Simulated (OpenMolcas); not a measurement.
# Exact exchange and the HOMO–LUMO gap of CH6O3Sn

The species is CH6O3Sn (11 atoms), meant as a singlet with charge 0. As SMILES, `C[Sn](O)(O)O`. The shape is that of a PBE0-D4/def2-TZVP optimisation. This is one conformer, not always the lowest.

The HOMO–LUMO gap y, in eV, basis def2-SVP with a core potential; a is the functional's share of exact exchange. Programs: OpenMolcas 26.06.

| functional | program | a | y (eV) |
| --- | --- | --- | --- |
| revPBE | OpenMolcas | 0 | 5.13 |
| TPSS | OpenMolcas | 0 | 5.36 |
| B3LYP | OpenMolcas | 0.2 | 7.09 |
| PBE0 | OpenMolcas | 0.25 | ? |
| BHLYP | OpenMolcas | 0.5 | 10.16 |

Problem. Fit y = c + s·a to the known rows and predict PBE0.

Solution. 
1. Means of the 4 rows: a = 0.1750, y = 6.935.
2. Σ(Δa)² = 0.1675, Σ(Δa·Δy) = 1.6435, so the slope is 1.6435/0.1675 = 9.8119.
3. Intercept: 6.935 − (9.8119) × 0.1750 = 5.218. The largest residual of the fit is 0.14.
4. PBE0: 5.218 + (9.8119) × 0.25 = 7.67 eV.

The run gave 7.74 eV, so the prediction is off by -0.07 eV, within the scatter of the fit. Exact exchange lowers occupied levels and raises empty ones. The rows mix families of semi-local functionals, which the line can't see.

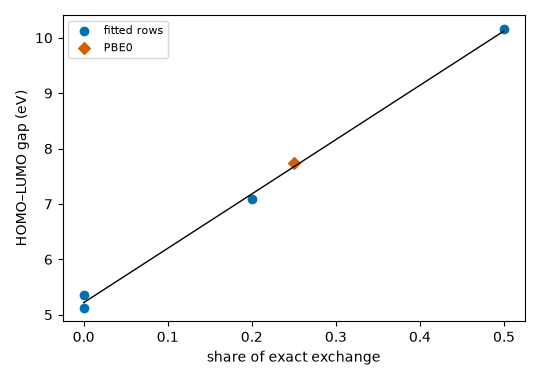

The fitted line, with the withheld row.
